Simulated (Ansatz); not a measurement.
# Breaking a bond in AlH (SMILES [AlH])

AlH: 2 atoms, total charge 0, spin state singlet. As SMILES, `[AlH]`. The coordinates come from a PBE0-D4/def2-TZVP relaxation.

```tsv
atom	x (Å)	y (Å)	z (Å)
Al	0.0000	0.0000	-0.0256
H	0.0000	0.0000	1.6391
```

The Al1–H2 distance is scanned; the parts on either side stay rigid. Basis 3-21G, 5 core orbitals frozen in the correlated methods; program Ansatz 0.2.0. FCI is exact within this basis and core. Energies in eV from each method's value at 1.665 Å; methods without a U are spin-restricted. The shape above is that at 1.665 Å.

```tsv
distance (Å)	r2SCAN	PBE0	r2SCAN0	wB97X	CCSDTQ	FCI
1.613	0.03	0.03	0.03	0.03	0.04	0.04
1.665	0.00	0.00	0.00	0.00	0.00	0.00
2.017	0.31	0.31	0.34	0.36	0.25	0.25
2.081	0.41	0.42	0.46	0.48	0.34	0.34
2.420	1.06	1.09	1.14	1.21	0.90	0.90
2.497	1.21	1.24	1.30	1.38	1.02	1.02
3.227	2.48	2.59	2.68	2.91	1.96	1.96
3.330	2.63	2.75	2.84	3.10	2.05	2.05
4.034	3.41	3.61	3.74	4.20	2.40	2.40
4.162	3.51	3.73	3.87	4.37	2.42	2.42
```

Departure from the FCI curve at its largest: r2SCAN +1.09 eV at 4.16 Å; PBE0 +1.31 eV at 4.16 Å; r2SCAN0 +1.44 eV at 4.16 Å; wB97X +1.94 eV at 4.16 Å; CCSDTQ within 0.005 eV. Restricted functionals keep the electrons paired too, and rise too high.

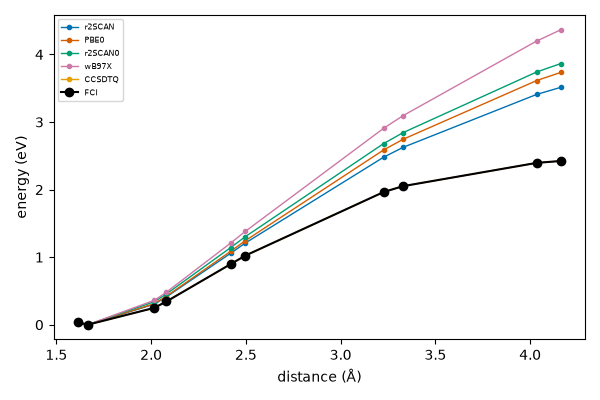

The curves of the table.
